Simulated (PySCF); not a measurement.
# SiP4H8: NMR shifts at several levels of theory, part 2 of 2

PySCF 2.14.0. Atoms count from 0.

### 9 NMR shieldings: KT2/pcSseg-1

Job settings and geometry (Å):

```
{"job": {"kind": "nmr", "xc": "KT2", "basis": "pcSseg-1", "pop": false}, "charge": 0, "multiplicity": 1}
P     -0.418755    -0.822008     2.102607
Si     0.189190    -0.067675     0.051333
P      1.937611    -1.364025    -0.587275
P      0.843569     2.083252     0.353549
P     -1.330347    -0.231001    -1.628806
H     -1.037216    -2.002663     1.587720
H     -1.638471    -0.076016     2.119408
H      2.834458    -0.777232     0.358186
H      2.317986    -0.481675    -1.645898
H     -0.490074     2.584525     0.492316
H      0.890707     2.349363    -1.051136
H     -2.388547     0.332917    -0.851021
H     -1.688231    -1.578892    -1.314233
```

Method: GIAO KT2/pcSseg-1 NMR shielding, non-relativistic, gas phase.

What it wrote:

```text
coarse grid: 13080 points
cycle   1  E = -1673.4212540257  dE =  3.086e-02  |g| = 3.041e-01  |ddm| = 3.265e+00
cycle   2  E = -1673.4149324447  dE =  6.322e-03  |g| = 3.280e-01  |ddm| = 1.165e+00
cycle   3  E = -1673.4450582532  dE = -3.013e-02  |g| = 6.014e-02  |ddm| = 6.377e-01
cycle   4  E = -1673.4460724061  dE = -1.014e-03  |g| = 2.330e-02  |ddm| = 1.357e-01
cycle   5  E = -1673.4462657098  dE = -1.933e-04  |g| = 5.893e-03  |ddm| = 5.039e-02
cycle   6  E = -1673.4462787345  dE = -1.302e-05  |g| = 1.488e-03  |ddm| = 1.279e-02
cycle   7  E = -1673.4462794858  dE = -7.513e-07  |g| = 4.181e-04  |ddm| = 3.530e-03
final grid: 102608 points
cycle   8  E = -1673.5706649524  dE = -1.759e-04  |g| = 1.890e-02  |ddm| = 2.964e-02
cycle   9  E = -1673.5706685298  dE = -3.577e-06  |g| = 1.089e-02  |ddm| = 2.553e-02
cycle  10  E = -1673.5706837656  dE = -1.524e-05  |g| = 3.033e-03  |ddm| = 1.855e-02
cycle  11  E = -1673.5706870235  dE = -3.258e-06  |g| = 3.519e-04  |ddm| = 5.596e-03
cycle  12  E = -1673.5706870649  dE = -4.147e-08  |g| = 1.079e-04  |ddm| = 8.459e-04
cycle  13  E = -1673.5706870690  dE = -4.057e-09  |g| = 3.287e-05  |ddm| = 2.574e-04
cycle  14  E = -1673.5706870694  dE = -3.688e-10  |g| = 9.380e-06  |ddm| = 7.197e-05
converged SCF energy = -1673.5706870694

GIAO shielding tensors (ppm)
atom      isotropic    diamagn.    paramagn.     s11        s22        s33       span
  0 P      523.352     969.157    -445.805    480.768    519.957    569.332     88.563
  1 Si     352.856     884.512    -531.656    315.328    352.500    390.739     75.412
  2 P      568.526     968.810    -400.284    509.711    583.556    612.310    102.599
  3 P      549.532     969.277    -419.745    496.948    567.574    584.073     87.125
  4 P      508.520     969.756    -461.236    465.016    492.617    567.928    102.912
  5 H       28.988      29.972      -0.984     24.677     26.996     35.292     10.615
  6 H       29.029      30.225      -1.197     24.807     27.268     35.011     10.204
  7 H       29.117      29.120      -0.003     24.367     26.833     36.152     11.785
  8 H       29.233      29.490      -0.257     24.500     27.261     35.937     11.437
  9 H       28.944      30.167      -1.223     23.971     27.030     35.831     11.860
 10 H       29.126      29.936      -0.810     24.710     27.160     35.509     10.799
 11 H       28.998      30.678      -1.679     25.139     27.237     34.619      9.480
 12 H       28.621      30.257      -1.636     24.043     26.660     35.161     11.118
```

Wall time 23 s (1 thread of Arm Neoverse V1, shared host); peak memory 0.58 GiB.

In short: δ P0 -212.1, Si1 8.2, H5 2.17 ppm (means over like atoms).

### 10 Nuclear shieldings: KT3/pcSseg-1

Same as in step 9 but for these lines:

```diff
@@ -1,2 +1,2 @@
-{"job": {"kind": "nmr", "xc": "KT2", "basis": "pcSseg-1", "pop": false}, "charge": 0, "multiplicity": 1}
+{"job": {"kind": "nmr", "xc": "KT3", "basis": "pcSseg-1", "pop": false}, "charge": 0, "multiplicity": 1}
 P     -0.418755    -0.822008     2.102607
```

With the program's defaults for keys left out, this is: GIAO KT3/pcSseg-1 NMR shielding, non-relativistic, gas phase.

What it wrote:

```text
coarse grid: 13080 points
cycle   1  E = -1672.1688131708  dE =  7.475e-03  |g| = 2.898e-01  |ddm| = 3.285e+00
cycle   2  E = -1672.1639277225  dE =  4.885e-03  |g| = 3.116e-01  |ddm| = 1.126e+00
cycle   3  E = -1672.1912198935  dE = -2.729e-02  |g| = 6.414e-02  |ddm| = 6.106e-01
cycle   4  E = -1672.1924219734  dE = -1.202e-03  |g| = 2.311e-02  |ddm| = 1.416e-01
cycle   5  E = -1672.1926130296  dE = -1.911e-04  |g| = 5.560e-03  |ddm| = 4.781e-02
cycle   6  E = -1672.1926247123  dE = -1.168e-05  |g| = 1.400e-03  |ddm| = 1.214e-02
cycle   7  E = -1672.1926253835  dE = -6.712e-07  |g| = 4.210e-04  |ddm| = 3.353e-03
final grid: 102608 points
cycle   8  E = -1672.3026441804  dE = -1.687e-04  |g| = 1.675e-02  |ddm| = 3.087e-02
cycle   9  E = -1672.3026471088  dE = -2.928e-06  |g| = 7.964e-03  |ddm| = 1.332e-02
cycle  10  E = -1672.3026478264  dE = -7.176e-07  |g| = 5.179e-03  |ddm| = 1.645e-02
cycle  11  E = -1672.3026573882  dE = -9.562e-06  |g| = 2.994e-04  |ddm| = 9.146e-03
cycle  12  E = -1672.3026574165  dE = -2.834e-08  |g| = 6.847e-05  |ddm| = 6.286e-04
cycle  13  E = -1672.3026574180  dE = -1.476e-09  |g| = 2.201e-05  |ddm| = 1.658e-04
cycle  14  E = -1672.3026574182  dE = -1.946e-10  |g| = 5.413e-06  |ddm| = 5.055e-05
converged SCF energy = -1672.3026574182

GIAO shielding tensors (ppm)
atom      isotropic    diamagn.    paramagn.     s11        s22        s33       span
  0 P      523.913     968.932    -445.019    481.680    528.062    561.996     80.316
  1 Si     356.162     883.900    -527.738    319.061    354.731    394.694     75.633
  2 P      564.664     968.588    -403.923    507.812    574.320    611.861    104.049
  3 P      547.364     969.038    -421.673    495.838    571.200    575.055     79.218
  4 P      510.702     969.509    -458.807    467.754    503.144    561.209     93.456
  5 H       29.253      30.260      -1.006     24.957     27.276     35.526     10.569
  6 H       29.306      30.523      -1.217     25.096     27.550     35.273     10.177
  7 H       29.377      29.424      -0.047     24.687     27.131     36.314     11.627
  8 H       29.505      29.794      -0.289     24.836     27.550     36.130     11.294
  9 H       29.254      30.471      -1.217     24.378     27.350     36.035     11.657
 10 H       29.381      30.225      -0.844     24.995     27.431     35.715     10.720
 11 H       29.257      30.952      -1.695     25.377     27.495     34.898      9.520
 12 H       28.925      30.535      -1.610     24.399     26.971     35.406     11.007
```

It took 23 s on 1 thread of Arm Neoverse V1, shared host; peak memory 0.58 GiB.

This run: δ P0 -204.3, Si1 9.3, H5 2.04 ppm (means over like atoms).

### 11 Nuclear shieldings: B97-D/pcSseg-1

Same as in step 10 but for these lines:

```diff
@@ -1,2 +1,2 @@
-{"job": {"kind": "nmr", "xc": "KT3", "basis": "pcSseg-1", "pop": false}, "charge": 0, "multiplicity": 1}
+{"job": {"kind": "nmr", "xc": "B97-D", "basis": "pcSseg-1", "pop": false}, "charge": 0, "multiplicity": 1}
 P     -0.418755    -0.822008     2.102607
```

With the program's defaults for keys left out, this is: GIAO B97-D/pcSseg-1 NMR shielding, non-relativistic, gas phase.

What it wrote:

```text
coarse grid: 13080 points
cycle   1  E = -1659.6293846634  dE =  5.589e-03  |g| = 2.343e-01  |ddm| = 3.284e+00
cycle   2  E = -1659.6195283749  dE =  9.856e-03  |g| = 3.135e-01  |ddm| = 1.053e+00
cycle   3  E = -1659.6495039736  dE = -2.998e-02  |g| = 5.905e-02  |ddm| = 5.815e-01
cycle   4  E = -1659.6504755444  dE = -9.716e-04  |g| = 2.915e-02  |ddm| = 1.520e-01
cycle   5  E = -1659.6507684947  dE = -2.930e-04  |g| = 4.607e-03  |ddm| = 5.401e-02
cycle   6  E = -1659.6507753947  dE = -6.900e-06  |g| = 1.917e-03  |ddm| = 1.189e-02
final grid: 102608 points
cycle   7  E = -1659.6648844287  dE = -5.883e-05  |g| = 8.277e-03  |ddm| = 3.042e-02
cycle   8  E = -1659.6648811731  dE =  3.256e-06  |g| = 5.391e-03  |ddm| = 1.588e-02
cycle   9  E = -1659.6648860028  dE = -4.830e-06  |g| = 3.655e-03  |ddm| = 1.593e-02
cycle  10  E = -1659.6648908289  dE = -4.826e-06  |g| = 4.548e-04  |ddm| = 6.820e-03
cycle  11  E = -1659.6648908976  dE = -6.870e-08  |g| = 7.623e-05  |ddm| = 8.877e-04
cycle  12  E = -1659.6648908997  dE = -2.079e-09  |g| = 2.440e-05  |ddm| = 1.772e-04
cycle  13  E = -1659.6648908998  dE = -1.760e-10  |g| = 7.066e-06  |ddm| = 5.288e-05
converged SCF energy = -1659.6648908998

GIAO shielding tensors (ppm)
atom      isotropic    diamagn.    paramagn.     s11        s22        s33       span
  0 P      499.633     968.123    -468.490    455.514    502.300    541.085     85.571
  1 Si     327.924     882.891    -554.968    289.055    325.746    368.970     79.914
  2 P      541.960     967.764    -425.804    482.623    553.851    589.407    106.784
  3 P      523.868     968.233    -444.366    470.086    547.170    554.347     84.261
  4 P      485.655     968.708    -483.053    440.711    476.137    540.116     99.405
  5 H       29.282      30.344      -1.062     25.076     27.374     35.396     10.321
  6 H       29.333      30.635      -1.303     25.204     27.649     35.145      9.941
  7 H       29.407      29.452      -0.045     24.812     27.233     36.175     11.364
  8 H       29.535      29.858      -0.323     24.966     27.648     35.990     11.025
  9 H       29.270      30.582      -1.312     24.484     27.435     35.892     11.409
 10 H       29.403      30.309      -0.906     25.107     27.529     35.575     10.468
 11 H       29.273      31.065      -1.791     25.477     27.584     34.759      9.281
 12 H       28.942      30.617      -1.675     24.496     27.062     35.268     10.772
```

Wall time 22 s (1 thread of Arm Neoverse V1, shared host); peak memory 0.58 GiB.

In short: δ P0 -205.0, Si1 19.3, H5 2.10 ppm (means over like atoms).

### 12 Shielding tensors: B3LYP/pcSseg-1

Same as in step 11 but for these lines:

```diff
@@ -1,2 +1,2 @@
-{"job": {"kind": "nmr", "xc": "B97-D", "basis": "pcSseg-1", "pop": false}, "charge": 0, "multiplicity": 1}
+{"job": {"kind": "nmr", "xc": "B3LYP", "basis": "pcSseg-1", "pop": false}, "charge": 0, "multiplicity": 1}
 P     -0.418755    -0.822008     2.102607
```

Level: GIAO B3LYP/pcSseg-1 NMR shielding, non-relativistic, gas phase.

What it wrote:

```text
coarse grid: 13080 points
cycle   1  E = -1659.7349229617  dE = -1.217e-02  |g| = 2.132e-01  |ddm| = 3.250e+00
cycle   2  E = -1659.7328501658  dE =  2.073e-03  |g| = 2.357e-01  |ddm| = 7.364e-01
cycle   3  E = -1659.7499118204  dE = -1.706e-02  |g| = 4.215e-02  |ddm| = 4.197e-01
cycle   4  E = -1659.7503390327  dE = -4.272e-04  |g| = 1.947e-02  |ddm| = 9.414e-02
cycle   5  E = -1659.7504695976  dE = -1.306e-04  |g| = 2.535e-03  |ddm| = 3.606e-02
cycle   6  E = -1659.7504711857  dE = -1.588e-06  |g| = 9.114e-04  |ddm| = 4.900e-03
final grid: 102608 points
cycle   7  E = -1659.7712520932  dE = -5.224e-06  |g| = 2.112e-03  |ddm| = 1.421e-02
cycle   8  E = -1659.7712517234  dE =  3.698e-07  |g| = 2.101e-03  |ddm| = 6.608e-03
cycle   9  E = -1659.7712530907  dE = -1.367e-06  |g| = 3.118e-04  |ddm| = 3.933e-03
cycle  10  E = -1659.7712531219  dE = -3.116e-08  |g| = 7.932e-05  |ddm| = 5.880e-04
cycle  11  E = -1659.7712531238  dE = -1.919e-09  |g| = 1.622e-05  |ddm| = 1.489e-04
cycle  12  E = -1659.7712531239  dE = -6.230e-11  |g| = 7.106e-06  |ddm| = 3.544e-05
converged SCF energy = -1659.7712531239

GIAO shielding tensors (ppm)
atom      isotropic    diamagn.    paramagn.     s11        s22        s33       span
  0 P      500.961     967.369    -466.409    455.987    506.774    540.122     84.135
  1 Si     318.100     881.983    -563.883    276.887    315.769    361.645     84.758
  2 P      542.174     967.013    -424.840    481.238    552.645    592.638    111.400
  3 P      523.964     967.466    -443.501    468.825    550.075    552.993     84.169
  4 P      486.669     967.922    -481.252    440.470    480.532    539.006     98.535
  5 H       29.368      30.418      -1.050     25.050     27.392     35.663     10.614
  6 H       29.426      30.706      -1.279     25.185     27.678     35.416     10.231
  7 H       29.467      29.539      -0.072     24.775     27.243     36.384     11.609
  8 H       29.603      29.943      -0.340     24.939     27.667     36.202     11.262
  9 H       29.394      30.665      -1.271     24.553     27.516     36.113     11.560
 10 H       29.485      30.382      -0.897     25.086     27.541     35.828     10.742
 11 H       29.368      31.105      -1.737     25.451     27.592     35.062      9.611
 12 H       29.076      30.678      -1.602     24.566     27.118     35.544     10.978
```

It took 16 s on 1 thread of Arm Neoverse V1, shared host; peak memory 0.7 GiB.

This run: δ P0 -216.0, Si1 19.8, H5 1.98 ppm (means over like atoms).

### 13 Shielding tensors: PBE0/pcSseg-1

Same as in step 12 but for these lines:

```diff
@@ -1,2 +1,2 @@
-{"job": {"kind": "nmr", "xc": "B3LYP", "basis": "pcSseg-1", "pop": false}, "charge": 0, "multiplicity": 1}
+{"job": {"kind": "nmr", "xc": "PBE0", "basis": "pcSseg-1", "pop": false}, "charge": 0, "multiplicity": 1}
 P     -0.418755    -0.822008     2.102607
```

Level: GIAO PBE0/pcSseg-1 NMR shielding, non-relativistic, gas phase.

What it wrote:

```text
coarse grid: 13080 points
cycle   1  E = -1658.9806957462  dE = -1.030e-02  |g| = 2.095e-01  |ddm| = 3.280e+00
cycle   2  E = -1658.9819632262  dE = -1.267e-03  |g| = 2.004e-01  |ddm| = 6.324e-01
cycle   3  E = -1658.9942821437  dE = -1.232e-02  |g| = 4.363e-02  |ddm| = 3.755e-01
cycle   4  E = -1658.9947727175  dE = -4.906e-04  |g| = 1.543e-02  |ddm| = 8.501e-02
cycle   5  E = -1658.9948558349  dE = -8.312e-05  |g| = 2.693e-03  |ddm| = 3.005e-02
cycle   6  E = -1658.9948578552  dE = -2.020e-06  |g| = 7.573e-04  |ddm| = 4.986e-03
final grid: 102608 points
cycle   7  E = -1659.0244876194  dE = -1.843e-05  |g| = 3.480e-03  |ddm| = 3.008e-02
cycle   8  E = -1659.0244878452  dE = -2.258e-07  |g| = 3.391e-03  |ddm| = 9.878e-03
cycle   9  E = -1659.0244907126  dE = -2.867e-06  |g| = 5.016e-04  |ddm| = 5.306e-03
cycle  10  E = -1659.0244908019  dE = -8.933e-08  |g| = 1.156e-04  |ddm| = 1.009e-03
cycle  11  E = -1659.0244908061  dE = -4.168e-09  |g| = 2.018e-05  |ddm| = 1.982e-04
cycle  12  E = -1659.0244908062  dE = -1.155e-10  |g| = 6.193e-06  |ddm| = 4.730e-05
converged SCF energy = -1659.0244908062

GIAO shielding tensors (ppm)
atom      isotropic    diamagn.    paramagn.     s11        s22        s33       span
  0 P      527.717     967.266    -439.549    484.076    537.954    561.121     77.044
  1 Si     343.458     881.591    -538.133    302.982    341.863    385.530     82.549
  2 P      566.557     966.938    -400.381    505.072    574.782    619.817    114.745
  3 P      548.817     967.359    -418.543    494.667    574.311    577.472     82.805
  4 P      513.991     967.790    -453.799    468.322    513.032    560.619     92.298
  5 H       29.155      29.991      -0.836     24.604     27.057     35.803     11.198
  6 H       29.224      30.236      -1.012     24.770     27.351     35.550     10.781
  7 H       29.224      29.188       0.037     24.301     26.878     36.493     12.192
  8 H       29.369      29.546      -0.177     24.487     27.321     36.299     11.811
  9 H       29.189      30.199      -1.010     24.154     27.208     36.206     12.052
 10 H       29.260      29.951      -0.691     24.622     27.207     35.950     11.328
 11 H       29.171      30.618      -1.447     25.024     27.278     35.212     10.189
 12 H       28.878      30.240      -1.362     24.158     26.787     35.689     11.531
```

It took 16 s on 1 thread of Arm Neoverse V1, shared host; peak memory 0.76 GiB.

In short: δ P0 -229.1, Si1 8.5, H5 2.08 ppm (means over like atoms).

### 14 NMR shieldings: mPW1PW91/pcSseg-1

Same as in step 13 but for these lines:

```diff
@@ -1,2 +1,2 @@
-{"job": {"kind": "nmr", "xc": "PBE0", "basis": "pcSseg-1", "pop": false}, "charge": 0, "multiplicity": 1}
+{"job": {"kind": "nmr", "xc": "mPW1PW91", "basis": "pcSseg-1", "pop": false}, "charge": 0, "multiplicity": 1}
 P     -0.418755    -0.822008     2.102607
```

Level: GIAO mPW1PW91/pcSseg-1 NMR shielding, non-relativistic, gas phase.

What it wrote:

```text
coarse grid: 13080 points
cycle   1  E = -1659.7052082802  dE = -1.125e-02  |g| = 2.052e-01  |ddm| = 3.272e+00
cycle   2  E = -1659.7064532794  dE = -1.245e-03  |g| = 2.040e-01  |ddm| = 6.428e-01
cycle   3  E = -1659.7193030334  dE = -1.285e-02  |g| = 3.977e-02  |ddm| = 3.729e-01
cycle   4  E = -1659.7197035319  dE = -4.005e-04  |g| = 1.580e-02  |ddm| = 8.076e-02
cycle   5  E = -1659.7197906309  dE = -8.710e-05  |g| = 2.612e-03  |ddm| = 3.045e-02
cycle   6  E = -1659.7197924746  dE = -1.844e-06  |g| = 7.655e-04  |ddm| = 4.832e-03
final grid: 102608 points
cycle   7  E = -1659.7457928680  dE = -1.426e-05  |g| = 3.120e-03  |ddm| = 2.710e-02
cycle   8  E = -1659.7457935670  dE = -6.990e-07  |g| = 2.657e-03  |ddm| = 8.359e-03
cycle   9  E = -1659.7457951636  dE = -1.597e-06  |g| = 3.046e-04  |ddm| = 4.018e-03
cycle  10  E = -1659.7457951935  dE = -2.993e-08  |g| = 8.744e-05  |ddm| = 6.177e-04
cycle  11  E = -1659.7457951960  dE = -2.512e-09  |g| = 2.266e-05  |ddm| = 1.746e-04
cycle  12  E = -1659.7457951962  dE = -1.696e-10  |g| = 4.207e-06  |ddm| = 4.537e-05
converged SCF energy = -1659.7457951962

GIAO shielding tensors (ppm)
atom      isotropic    diamagn.    paramagn.     s11        s22        s33       span
  0 P      524.382     967.462    -443.080    480.716    535.748    556.682     75.966
  1 Si     341.310     881.884    -540.574    300.809    339.558    383.564     82.755
  2 P      562.725     967.129    -404.403    501.558    569.876    616.742    115.183
  3 P      545.112     967.556    -422.444    491.207    569.466    574.662     83.456
  4 P      510.841     967.989    -457.149    465.262    511.004    556.256     90.994
  5 H       29.223      30.099      -0.877     24.684     27.138     35.845     11.161
  6 H       29.291      30.352      -1.062     24.847     27.428     35.597     10.751
  7 H       29.297      29.284       0.014     24.398     26.965     36.529     12.131
  8 H       29.441      29.650      -0.209     24.583     27.403     36.337     11.755
  9 H       29.263      30.315      -1.052     24.254     27.291     36.245     11.991
 10 H       29.327      30.061      -0.733     24.705     27.288     35.989     11.285
 11 H       29.233      30.733      -1.500     25.087     27.353     35.259     10.172
 12 H       28.952      30.347      -1.395     24.248     26.874     35.734     11.486
```

It took 16 s on 1 thread of Arm Neoverse V1, shared host; peak memory 0.7 GiB.

This run: δ P0 -227.3, Si1 9.5, H5 2.06 ppm (means over like atoms).

### 15 Run by run: NMR shifts

Shifts (ppm), means over like atoms, with basis size and wall time (the measured row can stand on another reference than the computed rows):

| run | H5 | P0 | Si1 | functions | time |
| --- | --- | --- | --- | --- | --- |
| HF/pcSseg-1 | 1.82 | -222.4 | 4.9 | 160 | 9.3 s |
| LDA/pcSseg-1 | 2.33 | -230.7 | 16.2 | 160 | 18 s |
| PBE/pcSseg-1 | 2.17 | -219.9 | 11.8 | 160 | 23 s |
| BLYP/pcSseg-1 | 2.04 | -207.7 | 22.9 | 160 | 21 s |
| BP86/pcSseg-1 | 2.18 | -217.8 | 14.9 | 160 | 22 s |
| OPBE/pcSseg-1 | 2.19 | -220.7 | 1.6 | 160 | 22 s |
| KT2/pcSseg-1 | 2.17 | -212.1 | 8.2 | 160 | 23 s |
| KT3/pcSseg-1 | 2.04 | -204.3 | 9.3 | 160 | 23 s |
| B97-D/pcSseg-1 | 2.10 | -205.0 | 19.3 | 160 | 22 s |
| B3LYP/pcSseg-1 | 1.98 | -216.0 | 19.8 | 160 | 16 s |
| PBE0/pcSseg-1 | 2.08 | -229.1 | 8.5 | 160 | 16 s |
| mPW1PW91/pcSseg-1 | 2.06 | -227.3 | 9.5 | 160 | 16 s |
| measured | – | -205.0 | – | – | – |

Measured: solution, C6H6; S. K. Latypov et al., Phys. Chem. Chem. Phys. 2015 (author manuscript).

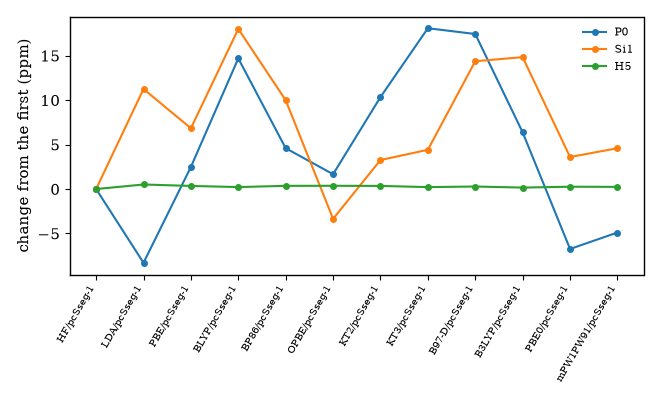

How the tabulated atoms move from run to run.

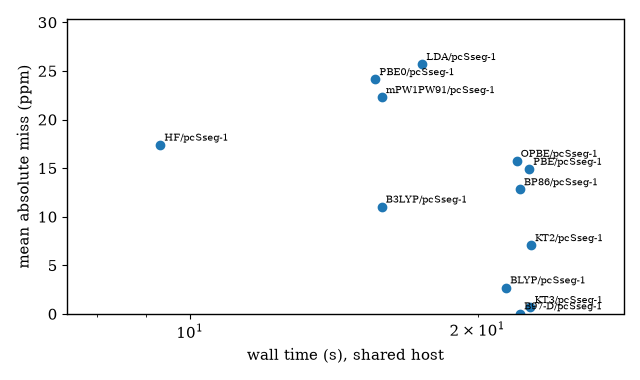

Cost against miss for the one measured 31P shift.

### 16 Results

What follows sums up all 2 parts.

| quantity | value |
| --- | --- |
| point group | C1 |
| rotational constants (main isotopes) | 1.12, 1.09, 1.05 GHz |
| 1H shifts against TMS (HF/pcSseg-1, means over atoms taken as alike) | 1.82 ppm |
| 31P shifts against H3PO4 (HF/pcSseg-1, means over atoms taken as alike) | -222.4 ppm |
| 29Si shifts against TMS (HF/pcSseg-1) | 4.9 ppm |
| measured, and computed on the same scale | P0 δ -205.0, -222.4 ppm |
| range of the shift of P0 | -230.7 to -204.3 ppm |

In words: Single values in the summary come from the first run of each kind that ended normally (HF/pcSseg-1), which need not be the best level. The start was shaken at random, so part of the energy gained undoes that. Relaxing lowered the energy by 0.838 eV in 14 steps; the close pair that moved most is P3–H10, from 1.261 to 1.430 Å. The one measured 31P shift is missed by -17.4 ppm (computed less measured, unscaled). Vibration, temperature and solvent are missing from the calculation, and it holds one conformer, so part of the miss against the measured shifts is not the functional's. Across the 12 runs the shift of P0 (with its like atoms) moves most, between -230.7 (LDA/pcSseg-1) and -204.3 ppm (KT3/pcSseg-1). For the one measured 31P shift, B97-D/pcSseg-1 misses least (0.04 ppm, 22 s) and LDA/pcSseg-1 most (25.69 ppm, 18 s); the quickest, HF/pcSseg-1, misses by 17.40 ppm in 9.3 s. One molecule ranks no method: errors cancel, and vibration and temperature are missing from all runs.
